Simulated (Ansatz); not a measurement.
## C, response to strain

Consider C in the diamond structure (space group Fd-3m, No. 227).

```xyz
2
Lattice="0.0000 1.7801 1.7801 1.7801 0.0000 1.7801 1.7801 1.7801 0.0000" Properties=species:S:1:pos:R:3 pbc="T T T"
C      0.0000     0.0000     0.0000
C      0.8901     0.8901     0.8901
```

Cartesian axes are those of the cell as printed.

Strains are applied to the cell and any free atomic positions relax; under biaxial strain the out-of-plane vector relaxes too.

Computed with Ansatz (an electronic-structure program) r2SCAN, no SOC.

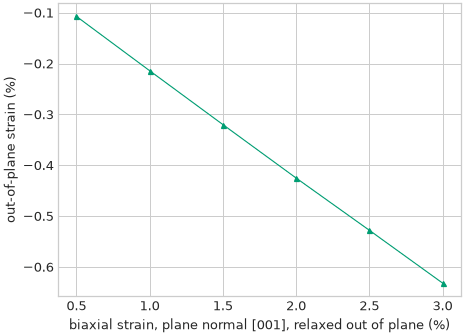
Out-of-plane strain against biaxial strain, plane normal [001], relaxed out of plane

Q: From the plot, what is the out-of-plane strain for biaxial strain +2.00 %, plane normal [001], relaxed out of plane?

A: About -0.43 %.

Q: Is the trend monotonic over the range shown?

A: Yes, it falls throughout, spanning -0.63 % to -0.11 %.

Whether these cells are dynamically stable was not tested.
